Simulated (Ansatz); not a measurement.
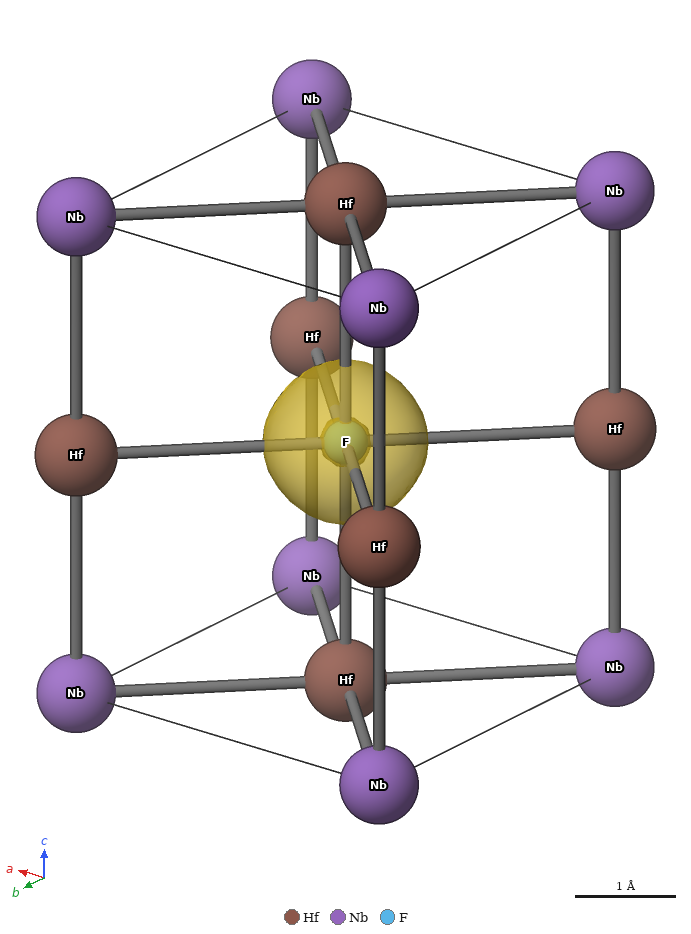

Figure. Hf2NbF. Isosurface of the electron localisation function at 0.65 (yellow), seen at an oblique angle. Core shells and regions of very low density are left out. Sticks mark near contacts.

Space group P4/mmm; a structure generated by program, which may or may not match a known phase.

These are results of DFT PBE, scalar-relativistic, plane waves, PAW in Ansatz, not measurements.

```yaml
crystal:
  lattice:
    - [3.85461, 0.00000, 0.00000]
    - [0.00000, 3.85461, 0.00000]
    - [0.00000, 0.00000, 5.19280]
  atoms:
    - { symbol: Hf, position: [0.00000, 0.00000, 0.50000] }
    - { symbol: Hf, position: [0.50000, 0.50000, 0.00000] }
    - { symbol: Nb, position: [0.00000, 0.00000, 0.00000] }
    - { symbol: F, position: [0.50000, 0.50000, 0.50000] }
```

> Where are the electrons localised?

The ELF exceeds this value in one region wrapped around F (its valence shell), counted in one cell of 4 atoms. Any copies at cell faces, edges or corners count once.

Values along the shortest contacts:
Hf–Nb (2.60 Å): the ELF is about 0.30 at the midpoint: no localised pair shows between them. Hf–F (2.60 Å): the ELF is about 0.05 at the midpoint; no shared electron pair shows on this line.
